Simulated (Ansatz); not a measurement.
## C3H7NSi: geometry relaxation

The run: geometry relaxation of C3H7NSi. Method and program: RKS r2SCAN50/ANO-RCC-VTZP (Ansatz 0.2.0).

The run did not end well. The geometry comes from this level: PBE0-D4/def2-TZVP.

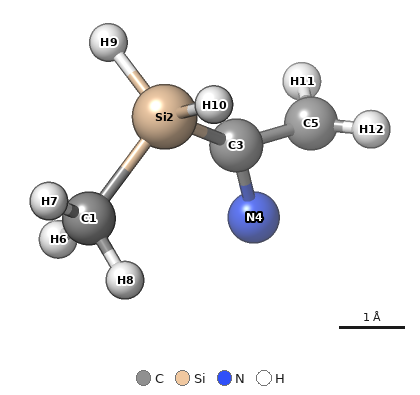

The input geometry (ball-and-stick view, seen at a tilt; atoms are numbered from 1 in the order of the input).

### Outcome

```tsv
quantity	value
outcome	stopped at the time limit
hardware	4 threads of Arm Neoverse V2, 23 GiB of memory available, shared host
wall time	1.8 min (CPU time 7.2 min)
peak memory	1.9 GiB
```

### What went wrong

A setting was made wrong on purpose: the optimiser is allowed too few steps. The run was cut off by its time limit, so the output is incomplete.

### The input
```yaml
crystal:
  periodic: [false, false, false]
  atoms:
    - {symbol: C, position_ang: [-1.611669, 0.946100, 0.956747]}
    - {symbol: Si, position_ang: [0.257907, 0.959783, 0.295851]}
    - {symbol: C, position_ang: [0.528810, -0.684068, -0.583161]}
    - {symbol: N, position_ang: [-0.170543, -1.901045, -0.833528]}
    - {symbol: C, position_ang: [1.463146, -1.623005, -1.212075]}
    - {symbol: H, position_ang: [-2.306058, 0.651627, 0.125171]}
    - {symbol: H, position_ang: [-1.744204, 1.890735, 1.468883]}
    - {symbol: H, position_ang: [-1.844794, 0.104115, 1.671168]}
    - {symbol: H, position_ang: [0.364093, 2.000530, -0.820901]}
    - {symbol: H, position_ang: [1.098190, 1.100313, 1.485140]}
    - {symbol: H, position_ang: [1.663554, -1.597510, -2.443938]}
    - {symbol: H, position_ang: [2.100804, -2.160627, -0.693910]}
basis:
  gaussian: {orbitals: ANO-RCC-VTZP}
hamiltonian: {xc: {name: r2SCAN50}}
accuracy: high
relax: {f_tol: 0.0001, max_steps: 3}
```

Run as:
```bash
ansatz run in.yaml --threads 4 --pin off --events-out ev --progress --plain --max-ram 10444MiB
```

### The program's output
```
Functional definition: r2SCAN50
  name "r2SCAN50"
  cite "Bursch, Neugebauer, Ehlert & Grimme, J. Chem. Phys. 156, 134105 (2022) doi:10.1063/5.0086040"
  cite "Furness, Kaplan, Ning, Perdew & Sun, J. Phys. Chem. Lett. 11, 8208 (2020) doi:10.1021/acs.jpclett.0c02405"
  cite "Furness, Kaplan, Ning, Perdew & Sun, J. Phys. Chem. Lett. 11, 9248 (2020) doi:10.1021/acs.jpclett.0c03077"
  parent r2scan
  parameter a = 0.5
  parameter k0 = 0.174
  parameter k1 = 0.065
  parameter a1 = 4.9479
  exchange = (1 - a)*r2scan_x(k0 = k0, k1 = k1, a1 = a1) + a*exact_x
  correlation = r2scan_c
```
